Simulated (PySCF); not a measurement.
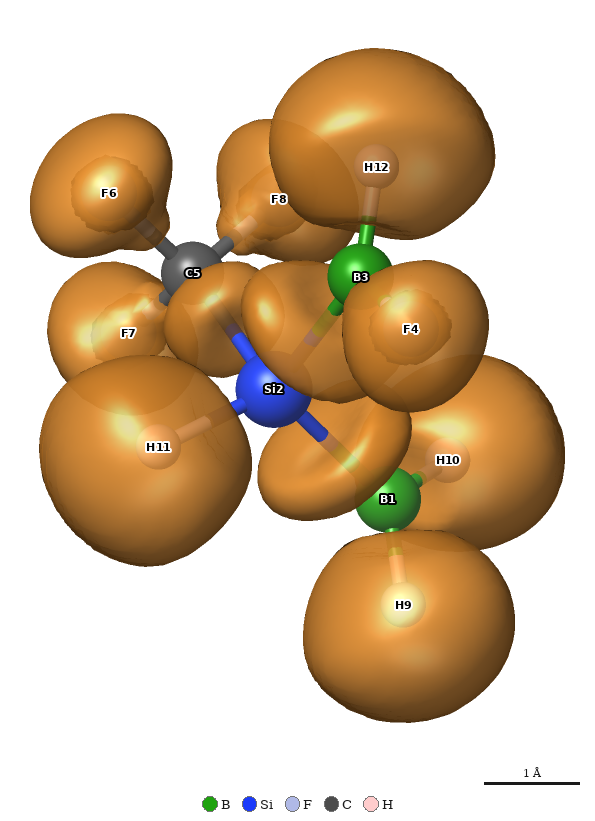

CH₄B₂F₄Si. Isosurface of the ELF at 0.75 (orange), seen at an oblique angle. Core shells and regions of very low density are left out.

Geometry: GFN2-xTB.

Method: PySCF 2.14.0, B3LYP/def2-SVPD, SCF density, gas phase.

```yaml
atoms:
  - { symbol: B, position_ang: [-0.7599, 1.8013, -0.3994] }
  - { symbol: Si, position_ang: [-0.1292, 0.2115, 0.5521] }
  - { symbol: B, position_ang: [-1.3433, -1.3622, 0.4283] }
  - { symbol: F, position_ang: [-2.4857, -1.3077, 1.0729] }
  - { symbol: C, position_ang: [1.5418, -0.3704, -0.3185] }
  - { symbol: F, position_ang: [2.1045, -1.4518, 0.2610] }
  - { symbol: F, position_ang: [2.5007, 0.5792, -0.3403] }
  - { symbol: F, position_ang: [1.3305, -0.7110, -1.6115] }
  - { symbol: H, position_ang: [-1.2988, 2.6690, 0.1672] }
  - { symbol: H, position_ang: [-0.6719, 1.8899, -1.5619] }
  - { symbol: H, position_ang: [0.3929, 0.3937, 1.9257] }
  - { symbol: H, position_ang: [-1.1804, -2.3421, -0.2016] }
```

**Where are the electrons localised?**

The surface consists of two regions between bonded B–Si atoms (shared pairs), one region between bonded C–Si atoms (shared pairs), four regions around hydrogen nuclei and four regions on F in which the atom's valence shell and bonds are merged.

Values along the shortest contacts:
B–F (1.31 Å): the ELF peaks at about 0.85 between the atoms; a polar covalent bond. C–F (1.35 Å): the ELF peaks at about 0.85 between the atoms: a shared but strongly polarised pair.
